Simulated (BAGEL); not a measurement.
**H3O+ (oxonium) at HF/3-21G (density fitting with cc-pvqz-jkfit)**

What is the energy change on altering one bond length of H3O+ (oxonium) at HF/3-21G (density fitting with cc-pvqz-jkfit)? 

The calculation is run with BAGEL 1.2.2.

2 further runs of the same task are left out: 2 set aside as unsound or not needed.

### 1 The system as given

H3O+: 4 atoms, total charge +1, spin state singlet. As SMILES, `[OH3+]`. The coordinates come from a PBE0-D4/def2-TZVP relaxation.

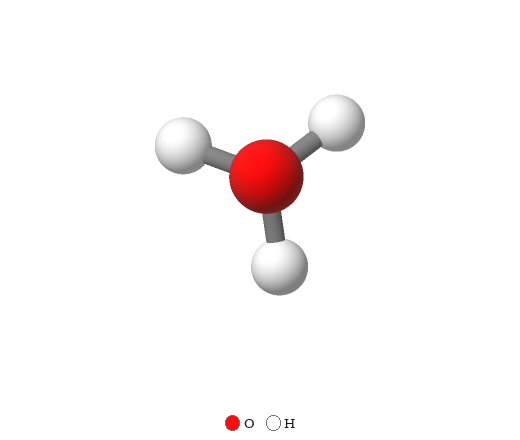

Viewed from a chosen angle; oxygen red, hydrogen white.

### 2 The energy at HF/3-21G (density fitting with cc-pvqz-jkfit)

Input file calc.json:

```json
{ "bagel" : [

{
  "title" : "molecule",
  "basis" : "3-21g",
  "df_basis" : "cc-pvqz-jkfit",
  "angstrom" : true,
  "geometry" : [
    { "atom" : "O", "xyz" : [    0.181970,   -0.056700,   -0.052760 ] },
    { "atom" : "H", "xyz" : [    0.219060,    0.918440,    0.015140 ] },
    { "atom" : "H", "xyz" : [   -0.408890,   -0.368290,   -0.767380 ] },
    { "atom" : "H", "xyz" : [    0.007860,   -0.493450,    0.805020 ] }
  ]
},
{
  "title" : "hf",
  "charge" : 1
},
{
  "title" : "print",
  "file" : "orbitals.molden",
  "orbitals" : true
}

]}
```

On the command line:

```sh
$ BAGEL_NUM_THREADS=1 BAGEL calc.json > calc.out
```

The log of the run:

```text
* using 1 threads per process

  ===============================================================
  ===============================================================

  *** Geometry ***

  { "atom" : "O", "xyz" : [      0.343873,     -0.107147,     -0.099702 ] },
  { "atom" : "H", "xyz" : [      0.413963,      1.735600,      0.028610 ] },
  { "atom" : "H", "xyz" : [     -0.772690,     -0.695967,     -1.450138 ] },
  { "atom" : "H", "xyz" : [      0.014853,     -0.932485,      1.521267 ] },

  Number of auxiliary basis functions:      259

  Since a DF basis is specified, we compute 2- and 3-index integrals:
    o Being stored without compression. Storage requirement is 0.000 GB

  Number of basis functions:       15
  Number of electrons      :       11

    * METHOD: MOLECULE                             0.03

  *** RHF ***

  === Nuclear Repulsion ===
    13.9563073607

      * DIIS with orbital gradients will be used.

  === RHF iteration (3-21g) ===
      0        -75.85453437          0.04058060           0.00
      1        -75.88174882          0.01586467           0.00
      2        -75.88514291          0.00337169           0.00
      3        -75.88535197          0.00027840           0.00
      4        -75.88535521          0.00005544           0.00
      5        -75.88535535          0.00000904           0.00
      6        -75.88535536          0.00000089           0.00
      7        -75.88535536          0.00000014           0.00
      8        -75.88535536          0.00000002           0.00
      9        -75.88535536          0.00000000           0.00
    * SCF iteration converged.

    * Permanent dipole moment:
           (    0.702125,    -0.218817,    -0.203558) a.u.

    * METHOD: HF                                   0.03

    * METHOD: PRINT                                0.00

  ===============================================================
```

It took 0.22 s on 1 thread of Arm Neoverse V2, shared host.

### 3 The distorted shape at the same level

Input file hf.json:

```json
{ "bagel": [

{
  "title": "molecule",
  "basis": "3-21g",
  "df_basis": "cc-pvqz-jkfit",
  "angstrom": "true",
  "geometry": [
    { "atom": "O", "xyz": [    0.270577,   -0.009973,    0.054407 ] },
    { "atom": "H", "xyz": [    0.307667,    0.965167,    0.122307 ] },
    { "atom": "H", "xyz": [   -0.408890,   -0.368290,   -0.767380 ] },
    { "atom": "H", "xyz": [    0.096467,   -0.446723,    0.912187 ] }
  ]
},
{ "title": "hf", "charge": 1 },
{ "title": "print", "file": "orbitals.molden", "orbitals": "true" }

]}
```

On the command line:

```sh
$ BAGEL_NUM_THREADS=1 BAGEL hf.json > hf.out
```

The log of the run:

```text
* using 1 threads per process

  ===============================================================
  ===============================================================

  *** Geometry ***

  { "atom" : "O", "xyz" : [      0.511316,     -0.018846,      0.102814 ] },
  { "atom" : "H", "xyz" : [      0.581406,      1.823901,      0.231127 ] },
  { "atom" : "H", "xyz" : [     -0.772690,     -0.695967,     -1.450138 ] },
  { "atom" : "H", "xyz" : [      0.182296,     -0.844184,      1.723784 ] },

  Number of auxiliary basis functions:      259

  Since a DF basis is specified, we compute 2- and 3-index integrals:
    o Being stored without compression. Storage requirement is 0.000 GB

  Number of basis functions:       15
  Number of electrons      :       11

    * METHOD: MOLECULE                             0.03

  *** RHF ***

  === Nuclear Repulsion ===
    13.3460523628

      * DIIS with orbital gradients will be used.

  === RHF iteration (3-21g) ===
      0        -75.84205871          0.04114750           0.00
      1        -75.86835452          0.01759411           0.00
      2        -75.87245209          0.00339196           0.00
      3        -75.87268319          0.00034909           0.00
      4        -75.87268849          0.00006433           0.00
      5        -75.87268869          0.00001247           0.00
      6        -75.87268870          0.00000162           0.00
      7        -75.87268870          0.00000044           0.00
      8        -75.87268870          0.00000011           0.00
      9        -75.87268870          0.00000004           0.00
     10        -75.87268870          0.00000001           0.00
    * SCF iteration converged.

    * Permanent dipole moment:
           (    0.794223,    -0.164703,    -0.082266) a.u.

    * METHOD: HF                                   0.03

    * METHOD: PRINT                                0.00

  ===============================================================
```

Run time: 0.22 s. Hardware: 1 thread of Arm Neoverse V2, shared host.

### 4 What came out

Level: HF/3-21G (density fitting with cc-pvqz-jkfit).

```
                                                         quantity         value
                                        first shape: total energy  -75.88536 Eh
                                         first shape: HOMO energy     -25.72 eV
                                         first shape: LUMO energy      -2.36 eV
                                       first shape: HOMO–LUMO gap      23.36 eV
                                    distorted shape: total energy  -75.87269 Eh
                                     distorted shape: HOMO energy     -25.20 eV
                                     distorted shape: LUMO energy      -3.14 eV
                                   distorted shape: HOMO–LUMO gap      22.05 eV
energy change with the O1–H3 bond stretched from 0.978 to 1.125 Å      0.345 eV
```

**Reading.** With the O1–H3 bond stretched from 0.978 to 1.125 Å the energy rises by 0.34 eV (33.3 kJ/mol). The first shape isn't relaxed at this level, so the change isn't measured from a minimum.
